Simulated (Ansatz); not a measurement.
# IrO: magnetic states, part 2 of 2

Aim, for IrO: relax the cell, then find which magnetic order is lowest, then follow the energy without spin against volume.

Ansatz 0.2.0; DFT PBE, scalar-relativistic, plane waves, PAW. The steps go on from the part before.

## 4. Full relaxation

File input.yaml:

```yaml
crystal:
  lattice:
    - [2.8108142208, 0.0, 0.0]
    - [0.0, 2.8108142208, 0.0]
    - [0.0, 0.0, 2.8108142208]
  atoms:
    - { symbol: Ir, position: [0.0, 0.0, 0.0] }
    - { symbol: O, position: [0.5, 0.5, 0.5] }
basis:
  ecutwfc: 420
kpoints:
  mp_grid: { grid: [14, 14, 14] }
hamiltonian:
  xc: pbe
scf:
  occupations: { method: gaussian, width: 0.1 }
output:
  forces: true
  stress: true
  eigenvalues: true
relax:
  adjacent_minimum: "off"
  f_tol: 0.01
  max_steps: 80
  cell: { stress_tol: 0.05 }
```

Command:

```console
> ansatz run input.yaml --threads 1 --pin off --max-ram 2560MiB --backend cpu --events-out ev --progress --plain --runs-dir out
```

What it wrote (excerpt; [...] marks lines left out):

```text
Warning: RAYON_NUM_THREADS=1 ignored (pool sized by the plan → 1); use --threads N
[...]
Pseudopotentials: kind: paw
Pseudopotential: Ir, paw, valence charge 17, recommended cutoff 420 eV (normal), Ir.paw.azcp
Pseudopotential: O, paw, valence charge 6, recommended cutoff 420 eV (normal), O.paw.azcp
Functional definition: PBE
[...]
Crystal: 2 atoms, lattice volume = 22.207 Å³
[...]
  F+E_penalty+E_count = -12498.19150162 eV   max|allowed force component| = 7.494e-30 eV/Å   (the final SCF, on the basis selected at the relaxed cell)
  cell:  # Å, volume = 22.1939 Å³
    - [2.8102479664555102, -3.209883240645393e-35, 3.209883240645393e-35]
    - [-3.209883240645393e-35, 2.8102479664555102, 0.0]
    - [3.209883240645393e-35, 0.0, 2.8102479664555102]
  atoms:
    - { symbol: Ir, position: [8.921689889374974e-38, 2.2304224726338278e-38, 6.691267417842653e-38] }
    - { symbol: O, position: [0.49999999999999994, 0.49999999999999994, 0.49999999999999994] }
```

It took 7.2 s on 1 thread of AMD EPYC 7R43 (Zen 3), shared host; peak memory 0.38 GiB.

Relaxation path:

```csv
step,energy from step 1 (eV/cell),largest force component (eV/Å),pressure (GPa),volume (Å³)
1,0.0000,0.0000,-0.16,22.21
2,-0.0001,0.0000,0.10,22.19
3,-0.0001,0.0000,0.00,22.19
4,0.0000,0.0000,0.00,22.19
```

Step 1 is the start. Step 4 repeats the geometry before it on a plane-wave basis chosen anew for that cell, so its energy need not be comparable with the rows above.

|  | before | after | change |
| --- | --- | --- | --- |
| a (Å) | 2.811 | 2.810 | 0.0 % |
| b (Å) | 2.811 | 2.810 | 0.0 % |
| c (Å) | 2.811 | 2.810 | 0.0 % |
| volume (Å³/atom) | 11.10 | 11.10 | -0.1 % |
| shortest distance (Å) | 2.434 | 2.434 | 0.0 % |
| space group (0.01 Å) | Pm-3m | Pm-3m | same |

Forces and stress were held to the start's 48 operations: a distortion of lower symmetry was not tested.

## 5. Magnetic start: large parallel starting moments

File input.yaml:

```yaml
crystal:
  lattice:
    - [2.8102479665, 0.0, 0.0]
    - [0.0, 2.8102479665, 0.0]
    - [0.0, 0.0, 2.8102479665]
  atoms:
    - { symbol: Ir, position: [0.0, 0.0, 0.0], spin: 2.5 }
    - { symbol: O, position: [0.5, 0.5, 0.5] }
basis:
  ecutwfc: 420
kpoints:
  mp_grid: { grid: [14, 14, 14] }
hamiltonian:
  xc: pbe
scf:
  occupations: { method: gaussian, width: 0.1 }
output:
  forces: true
  stress: true
  eigenvalues: true
  populations: true
magnetization:
  spin_polarized: true
```

Command:

```console
> ansatz run input.yaml --threads 1 --pin off --max-ram 2560MiB --backend cpu --events-out ev --progress --plain --runs-dir out
```

What it wrote (excerpt; [...] marks lines left out):

```text
Warning: RAYON_NUM_THREADS=1 ignored (pool sized by the plan → 1); use --threads N
[...]
Pseudopotentials: kind: paw
Pseudopotential: Ir, paw, valence charge 17, recommended cutoff 420 eV (normal), Ir.paw.azcp
Pseudopotential: O, paw, valence charge 6, recommended cutoff 420 eV (normal), O.paw.azcp
Functional definition: PBE
[...]
Crystal: 2 atoms, lattice volume = 22.194 Å³
Basis set: ecut = 420 eV, 461 PW (Γ), exchange–correlation on 40×40×40 points (8 copies of the dense FFT grid, shifted against one another)
[...]
WARN: the starting moments were not kept: the SCF closed with an absolute magnetisation of 4.0e-7 μB, where they sum to 2.5 μB in size (1 site). That is at most 0.1 of that sum. Measured as dr2_m measures the in/out step, that magnetisation stands 6.3e-14 eV from none, at or under the [...]
--- Stress (GPa, compression-positive) ---
       -0.003241       0.000000       0.000000
        0.000000      -0.003241       0.000000
        0.000000       0.000000      -0.003241
  P = ⅓ Tr σ = -0.0032 GPa (-0.032 kbar)
--- Band table (eV; the first three rows and the last of 240) ---
  k-point 0 ↑: bands = ["-73.2778", "-30.0470", "-30.0470", "-30.0470", "-1.5172", "13.8351", "13.8351", "15.1657", "15.1657", "15.1657", "16.6292", "18.7784", "18.7784", "18.7784", "36.4524", "36.4524", "36.8086"]
[...]
--- Löwdin populations: 2 sites ---
  site symbol       q [e]    m [muB]
     0     Ir     16.2433     0.0000
     1      O      6.6415     0.0000
  spilling = 0.005012 (of n_electrons = 23.000000)
```

Wall time 5.7 s (1 thread of AMD EPYC 7R43 (Zen 3), shared host); peak memory 0.4 GiB.

Result: -6249.0925 eV/atom at zero smearing, pressure 0.00 GPa and no gap on the mesh. The moments have vanished. The log warns that the starting moments were lost.

## 6. Start: antiferromagnetic, doubled cell, propagation vector (0, 0, 1/2)

File input.yaml:

```yaml
crystal:
  lattice:
    - [2.8102479665, 0.0, 0.0]
    - [0.0, 2.8102479665, 0.0]
    - [0.0, 0.0, 5.6204959329]
  atoms:
    - { symbol: Ir, position: [0.0, 0.0, 0.0], spin: 1.0 }
    - { symbol: O, position: [0.5, 0.5, 0.25] }
    - { symbol: Ir, position: [0.0, 0.0, 0.5], spin: -1.0 }
    - { symbol: O, position: [0.5, 0.5, 0.75] }
basis:
  ecutwfc: 420
kpoints:
  mp_grid: { grid: [14, 14, 7] }
hamiltonian:
  xc: pbe
scf:
  occupations: { method: gaussian, width: 0.1 }
output:
  forces: true
  stress: true
  eigenvalues: true
  populations: true
magnetization:
  spin_polarized: true
```

Command:

```console
> ansatz run input.yaml --threads 1 --pin off --max-ram 2560MiB --backend cpu --events-out ev --progress --plain --runs-dir out
```

What it wrote (excerpt; [...] marks lines left out):

```text
Warning: RAYON_NUM_THREADS=1 ignored (pool sized by the plan → 1); use --threads N
[...]
Pseudopotentials: kind: paw
Pseudopotential: Ir, paw, valence charge 17, recommended cutoff 420 eV (normal), Ir.paw.azcp
Pseudopotential: O, paw, valence charge 6, recommended cutoff 420 eV (normal), O.paw.azcp
Functional definition: PBE
[...]
Crystal: 4 atoms, lattice volume = 44.388 Å³
Basis set: ecut = 420 eV, 879 PW (Γ), exchange–correlation on 40×40×80 points (8 copies of the dense FFT grid, shifted against one another)
[...]
WARN: the starting moments were not kept: the SCF closed with an absolute magnetisation of 1.1e-4 μB, where they sum to 2 μB in size (2 sites). That is at most 0.1 of that sum. Measured as dr2_m measures the in/out step, that magnetisation stands 2.7e-9 eV from none, at or under the [...]
  atom   3  Ir    -0.00000000     0.00000000     0.00000000
  atom   4  O      0.00000000     0.00000000     0.00000000
[...]
--- Stress (GPa, compression-positive) ---
       -0.003201       0.000000       0.000000
        0.000000      -0.003201       0.000000
        0.000000       0.000000      -0.003230
  P = ⅓ Tr σ = -0.0032 GPa (-0.032 kbar)
--- Band table (eV; the first three rows and the last of 288) ---
[...]
--- Löwdin populations: 4 sites ---
  site symbol       q [e]    m [muB]
     0     Ir     16.2433     0.0001
     1      O      6.6415     0.0000
     2     Ir     16.2433    -0.0001
     3      O      6.6415     0.0000
  spilling = 0.005012 (of n_electrons = 46.000000)
```

Run time: 63 s. Hardware: 1 thread of AMD EPYC 7R43 (Zen 3), shared host; peak memory 0.66 GiB.

This run gives -6249.0925 eV/atom at zero smearing, pressure 0.00 GPa and no gap on the mesh. The moments have vanished. The log warns that the starting moments were lost.

## 7. The magnetic starts in order of energy

All runs keep the base geometry. A propagation vector, in units of the reciprocal vectors, doubles the cell. Energies are extrapolated to zero smearing. The moments by site are integrated in spheres around the atoms, sized by the neighbour distance.

```
                                                          start                    ends  energy above the lowest (meV/atom)  site moments (μB)  gap on the mesh (eV)  pressure (GPa)  CPU time
                                                        no spin  non-magnetic (imposed)                                0.00               none                 metal             0.0     7.2 s
                                large parallel starting moments            non-magnetic                                0.00     none over 0.05                 metal             0.0     5.7 s
antiferromagnetic, doubled cell, propagation vector (0, 0, 1/2)            non-magnetic                                0.00     none over 0.05                 metal             0.0      63 s
```

## 8. V/V0 = 1.06, start: no spin polarisation

File input.yaml:

```yaml
crystal:
  lattice:
    - [2.8653648608, 0.0, 0.0]
    - [0.0, 2.8653648608, 0.0]
    - [0.0, 0.0, 2.8653648608]
  atoms:
    - { symbol: Ir, position: [0.0, 0.0, 0.0] }
    - { symbol: O, position: [0.5, 0.5, 0.5] }
basis:
  ecutwfc: 420
kpoints:
  mp_grid: { grid: [14, 14, 14] }
hamiltonian:
  xc: pbe
scf:
  occupations: { method: gaussian, width: 0.1 }
output:
  forces: true
  stress: true
  eigenvalues: true
```

Command:

```console
> ansatz run input.yaml --threads 1 --pin off --max-ram 2560MiB --backend cpu --events-out ev --progress --plain --runs-dir out
```

What it wrote (excerpt; [...] marks lines left out):

```text
Warning: RAYON_NUM_THREADS=1 ignored (pool sized by the plan → 1); use --threads N
[...]
Pseudopotentials: kind: paw
Pseudopotential: Ir, paw, valence charge 17, recommended cutoff 420 eV (normal), Ir.paw.azcp
Pseudopotential: O, paw, valence charge 6, recommended cutoff 420 eV (normal), O.paw.azcp
Functional definition: PBE
[...]
Crystal: 2 atoms, lattice volume = 23.526 Å³
[...]
  atom   2  O      0.00000000    -0.00000000    -0.00000000
[...]
--- Stress (GPa, compression-positive) ---
      -12.717535      -0.000000       0.000000
       -0.000000     -12.717535       0.000000
        0.000000       0.000000     -12.717535
  P = ⅓ Tr σ = -12.7175 GPa (-127.175 kbar)
--- Band table (eV; the first three rows and the last of 120) ---
  k-point 0: bands = ["-74.6758", "-31.4522", "-31.4522", "-31.4522", "-2.4515", "12.7740", "12.7740", "13.9747", "13.9747", "13.9747", "15.0185", "17.2698", "17.2698", "17.2698", "34.6061", "34.6061"]
[...]
```

It took 2.4 s on 1 thread of AMD EPYC 7R43 (Zen 3), shared host; peak memory 0.36 GiB.

This run gives -6249.0643 eV/atom at zero smearing, pressure -12.72 GPa and no gap on the mesh.

## 9. V/V0 = 1.12, start: no spin polarisation

input.yaml, as its differences from that of step 8:

```diff
@@ -2,5 +2,5 @@
   lattice:
-    - [2.8653648608, 0.0, 0.0]
-    - [0.0, 2.8653648608, 0.0]
-    - [0.0, 0.0, 2.8653648608]
+    - [2.9184391981, 0.0, 0.0]
+    - [0.0, 2.9184391981, 0.0]
+    - [0.0, 0.0, 2.9184391981]
   atoms:
```

Command:

```console
> ansatz run input.yaml --threads 1 --pin off --max-ram 2560MiB --backend cpu --events-out ev --progress --plain --runs-dir out
```

What it wrote (excerpt; [...] marks lines left out):

```text
Warning: RAYON_NUM_THREADS=1 ignored (pool sized by the plan → 1); use --threads N
[...]
Pseudopotentials: kind: paw
Pseudopotential: Ir, paw, valence charge 17, recommended cutoff 420 eV (normal), Ir.paw.azcp
Pseudopotential: O, paw, valence charge 6, recommended cutoff 420 eV (normal), O.paw.azcp
Functional definition: PBE
[...]
Crystal: 2 atoms, lattice volume = 24.857 Å³
[...]
  atom   2  O      0.00000000    -0.00000000    -0.00000000
[...]
--- Stress (GPa, compression-positive) ---
      -21.587814      -0.000000       0.000000
        0.000000     -21.587814      -0.000000
        0.000000       0.000000     -21.587814
  P = ⅓ Tr σ = -21.5878 GPa (-215.878 kbar)
--- Band table (eV; the first three rows and the last of 120) ---
  k-point 0: bands = ["-75.9274", "-32.7097", "-32.7097", "-32.7097", "-3.3005", "11.8148", "11.8148", "12.9080", "12.9080", "12.9080", "13.6051", "15.9195", "15.9195", "15.9195", "32.7134", "32.7134"]
[...]
```

Run time: 2.2 s. Hardware: 1 thread of AMD EPYC 7R43 (Zen 3), shared host; peak memory 0.37 GiB.

Result: -6248.9916 eV/atom at zero smearing, pressure -21.59 GPa and no gap on the mesh.

## 10. V/V0 = 1.2, start: no spin polarisation

input.yaml, as its differences from that of step 9:

```diff
@@ -2,5 +2,5 @@
   lattice:
-    - [2.9184391981, 0.0, 0.0]
-    - [0.0, 2.9184391981, 0.0]
-    - [0.0, 0.0, 2.9184391981]
+    - [2.9863340831, 0.0, 0.0]
+    - [0.0, 2.9863340831, 0.0]
+    - [0.0, 0.0, 2.9863340831]
   atoms:
@@ -20 +20,5 @@
   eigenvalues: true
+  write_density: true
+  write_potential: true
+  elf: true
+  volumetric_format: npy
```

Command:

```console
> ansatz run input.yaml --threads 1 --pin off --max-ram 2560MiB --backend cpu --events-out ev --progress --plain --runs-dir out
```

What it wrote (excerpt; [...] marks lines left out):

```text
Warning: RAYON_NUM_THREADS=1 ignored (pool sized by the plan → 1); use --threads N
[...]
Pseudopotentials: kind: paw
Pseudopotential: Ir, paw, valence charge 17, recommended cutoff 420 eV (normal), Ir.paw.azcp
Pseudopotential: O, paw, valence charge 6, recommended cutoff 420 eV (normal), O.paw.azcp
Functional definition: PBE
[...]
Crystal: 2 atoms, lattice volume = 26.633 Å³
[...]
  atom   2  O      0.00000000    -0.00000000     0.00000000
[...]
--- Stress (GPa, compression-positive) ---
      -29.239410       0.000000       0.000000
        0.000000     -29.239410       0.000000
        0.000000      -0.000000     -29.239410
  P = ⅓ Tr σ = -29.2394 GPa (-292.394 kbar)
--- Band table (eV; the first three rows and the last of 120) ---
  k-point 0: bands = ["-77.4021", "-34.1914", "-34.1914", "-34.1914", "-4.3209", "10.6714", "10.6714", "11.6465", "11.6465", "11.6465", "11.9736", "14.3274", "14.3274", "14.3274", "30.4193", "30.4193"]
[...]
```

Wall time 4.1 s (1 thread of AMD EPYC 7R43 (Zen 3), shared host); peak memory 0.37 GiB.

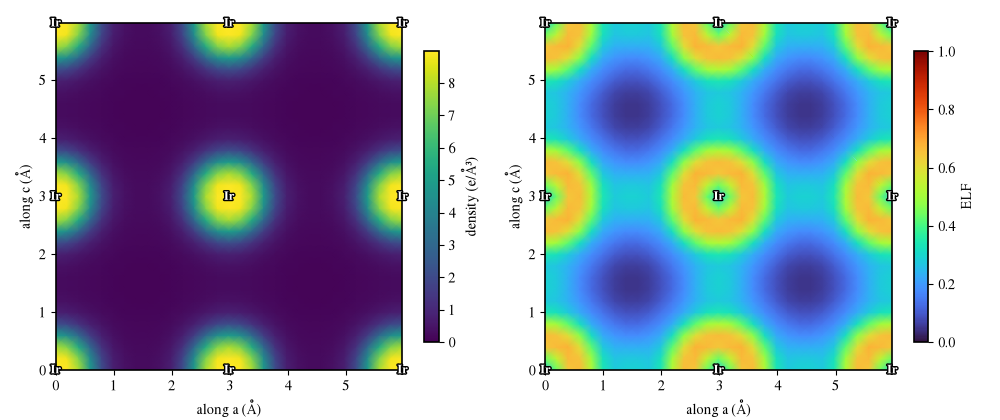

Density (left) and ELF (right) in a lattice plane of the grid's cell (edges 2.99 and 2.99 Å, at 0.000 of the third edge), which holds Ir. Only atoms in the plane are labelled. Both are smooth fields of the valence electrons: close to the nuclei they are not physical.

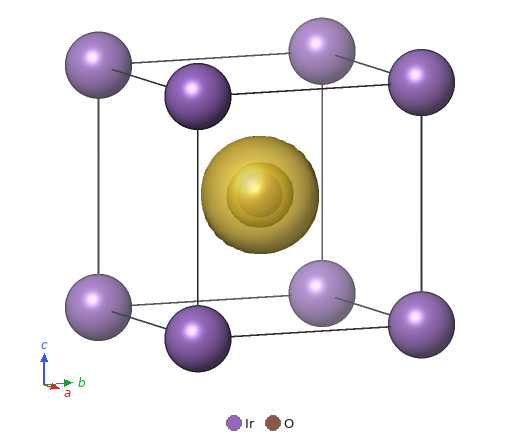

Surface of ELF = 0.76, drawn in one cell.

Maxima of ELF outside the ion cores: 0.82 in the shell around O, 0.6 Å from O.

Read-out: -6248.8486 eV/atom at zero smearing, pressure -29.24 GPa and no gap on the mesh.

## 11. V/V0 = 1.3, start: no spin polarisation

File input.yaml:

```yaml
crystal:
  lattice:
    - [3.0670846302, 0.0, 0.0]
    - [0.0, 3.0670846302, 0.0]
    - [0.0, 0.0, 3.0670846302]
  atoms:
    - { symbol: Ir, position: [0.0, 0.0, 0.0] }
    - { symbol: O, position: [0.5, 0.5, 0.5] }
basis:
  ecutwfc: 420
kpoints:
  mp_grid: { grid: [14, 14, 14] }
hamiltonian:
  xc: pbe
scf:
  occupations: { method: gaussian, width: 0.1 }
output:
  forces: true
  stress: true
  eigenvalues: true
```

Command:

```console
> ansatz run input.yaml --threads 1 --pin off --max-ram 2560MiB --backend cpu --events-out ev --progress --plain --runs-dir out
```

What it wrote (excerpt; [...] marks lines left out):

```text
Warning: RAYON_NUM_THREADS=1 ignored (pool sized by the plan → 1); use --threads N
[...]
Pseudopotentials: kind: paw
Pseudopotential: Ir, paw, valence charge 17, recommended cutoff 420 eV (normal), Ir.paw.azcp
Pseudopotential: O, paw, valence charge 6, recommended cutoff 420 eV (normal), O.paw.azcp
Functional definition: PBE
[...]
Crystal: 2 atoms, lattice volume = 28.852 Å³
[...]
  atom   2  O      0.00000000    -0.00000000    -0.00000000
[...]
--- Stress (GPa, compression-positive) ---
      -34.364408       0.000000       0.000000
        0.000000     -34.364408      -0.000000
        0.000000       0.000000     -34.364408
  P = ⅓ Tr σ = -34.3644 GPa (-343.644 kbar)
--- Band table (eV; the first three rows and the last of 120) ---
  k-point 0: bands = ["-78.9860", "-35.7835", "-35.7835", "-35.7835", "-5.4470", "9.4246", "9.4246", "10.2617", "10.2798", "10.2798", "10.2798", "12.6135", "12.6135", "12.6135", "27.9332", "27.9332"]
[...]
```

It took 2.5 s on 1 thread of AMD EPYC 7R43 (Zen 3), shared host; peak memory 0.38 GiB.

Result: -6248.6256 eV/atom at zero smearing, pressure -34.36 GPa and no gap on the mesh.

## 12. The sweep of the volume side by side

The cell is scaled evenly at fixed fractional positions; V0 is the volume of the base cell. Start: no spin polarisation.

```
V/V0  energy above the lowest (meV/atom)  pressure (GPa)
1.06                                0.00           -12.7
1.12                                72.7           -21.6
1.20                                 216           -29.2
1.30                                 439           -34.4
```

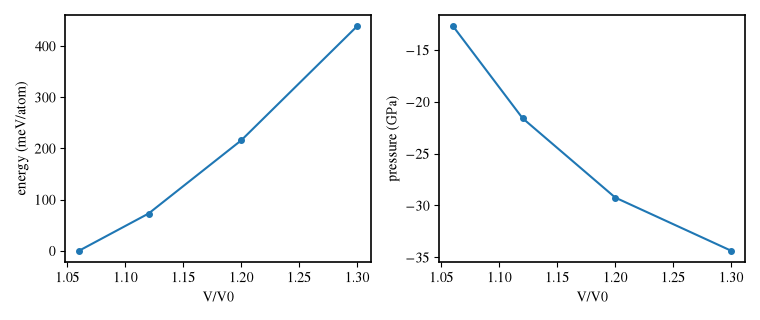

Energy above the lowest point and pressure against volume.

## 13. Results

The summary covers parts 1 to 2. Changes of volume or cell count from the first structure of part 1.

| quantity | value |
| --- | --- |
| relaxed cell | a = 2.810 Å, b = 2.810 Å, c = 2.810 Å, α = 90.00°, β = 90.00°, γ = 90.00° |
| space group (0.01 Å) | Pm-3m (No. 221) |
| volume | 11.10 Å³/atom |
| formation energy (elements from runs with the same settings, not shown) | +1.05 eV/atom |
| magnetic state | non-magnetic from all starts in the table |
| lowest point, start “no spin polarisation” | V/V0 = 1.06 |

What this shows: The volume changed by +39 %, so the start was far from this level's equilibrium or the structure changed its character. All starts in the table end without moments: as far as tried, the cell is non-magnetic at this level. For the start “no spin polarisation” the lowest point lies at V/V0 = 1.06, the smallest volume tried; all points are expanded cells, and the minimum lies below them. The runs treat Ir without spin-orbit coupling. A spin-polarised run here lost its starting moments, which speaks against magnetism, though one start doesn't rule it out.
